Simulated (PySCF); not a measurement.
# SiH2SOF (SMILES O[SiH](F)[S]): UHF/ccECP-cc-pVTZ (core potential)

What is the vertical ionisation energy of SiH2SOF at UHF/ccECP-cc-pVTZ (core potential)? The job is set up through a Python script.

The results are computed with PySCF 2.14.0.

### Step 1. The structure to begin with

The species is SiH2SOF (6 atoms), meant as a doublet with charge 0. As SMILES, `O[SiH](F)[S]`. The shape is that of a PBE0-D4/def2-TZVP optimisation. This is one conformer, not always the lowest.

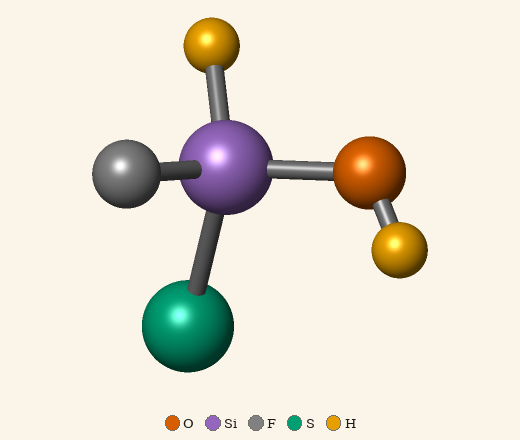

The structure, seen from a chosen angle (oxygen orange, silicon purple, fluorine grey, sulfur teal, hydrogen amber).

### Step 2. The energy at UHF/ccECP-cc-pVTZ (core potential)

File run.py:

```python
from pyscf import gto, scf

mol = gto.M(
    atom=[
    ('O', (-0.201900, 0.411200, -1.237800)),
    ('Si', (-0.177400, 0.029600, 0.341700)),
    ('F', (0.803100, 0.959700, 1.183300)),
    ('S', (0.582400, -1.937100, 0.591900)),
    ('H', (0.579700, 0.224600, -1.762500)),
    ('H', (-1.543700, 0.248100, 0.837300)),
],
    spin=1,
    max_memory=1860,
    ecp='ccecp',
    basis='ccecp-cc-pvtz',
    verbose=3,
)

myscf = scf.UHF(mol)
myscf.conv_tol = 1e-10
myscf.kernel()
if not myscf.converged:
    myscf = myscf.newton().run(myscf.mo_coeff, myscf.mo_occ)

energy = myscf.e_tot
print('E = %.10f Eh' % energy)
```

Started as:

```console
$ OMP_NUM_THREADS=1 python run.py
```

Log:

```text
converged SCF energy = -54.8214452046568  <S^2> = 0.7624519  2S+1 = 2.0124134
E = -54.8214452047 Eh
```

Wall time 20 s (1 thread of Arm Neoverse V2, shared host); peak memory 0.52 GiB.

### Step 3. The singlet cation, same level

File run.py:

```python
from pyscf import gto, scf

mol = gto.M(
    atom='''
O   -0.201900   0.411200  -1.237800
Si  -0.177400   0.029600   0.341700
F    0.803100   0.959700   1.183300
S    0.582400  -1.937100   0.591900
H    0.579700   0.224600  -1.762500
H   -1.543700   0.248100   0.837300
''',
    charge=1,
    max_memory=1860,
    spin=0,
    basis='ccecp-cc-pvtz',
    verbose=3,
    ecp={'O': 'ccecp', 'Si': 'ccecp', 'F': 'ccecp', 'S': 'ccecp', 'H': 'ccecp'},
)

myscf = scf.RHF(mol)
myscf.conv_tol = 1e-10
myscf.kernel()
if not myscf.converged:
    myscf = myscf.newton().run(myscf.mo_coeff, myscf.mo_occ)

e_final = myscf.e_tot
print('Final energy', e_final)
```

Started as:

```console
$ OMP_NUM_THREADS=1 python run.py
```

Log:

```text
converged SCF energy = -54.392327353461
Final energy -54.39232735346105
```

Wall time 15 s (1 thread of Arm Neoverse V2, shared host); peak memory 0.51 GiB.

### Step 4. What came out

Level: UHF/ccECP-cc-pVTZ (core potential).

| quantity | value |
| --- | --- |
| doublet SiH2SOF: total energy | -54.82145 Eh |
| doublet SiH2SOF: dipole moment | 1.10 D |
| doublet SiH2SOF: HOMO energy (highest over α and β) | -10.61 eV |
| doublet SiH2SOF: LUMO energy (lowest over α and β) | -0.52 eV |
| doublet SiH2SOF: ⟨S²⟩ | 0.762 |
| singlet cation: total energy | -54.39233 Eh |
| singlet cation: HOMO energy | -19.27 eV |
| singlet cation: LUMO energy | -10.40 eV |
| singlet cation: HOMO–LUMO gap | 8.87 eV |
| vertical ionisation energy (to the singlet cation) | 11.677 eV |

**Reading.** Removing an electron at fixed nuclei costs 11.68 eV (269 kcal/mol). Only the singlet of the ionised species was computed; a triplet could lie lower. Mulliken charges (doublet SiH2SOF) run from -0.50 on O1 to +0.94 on Si2.
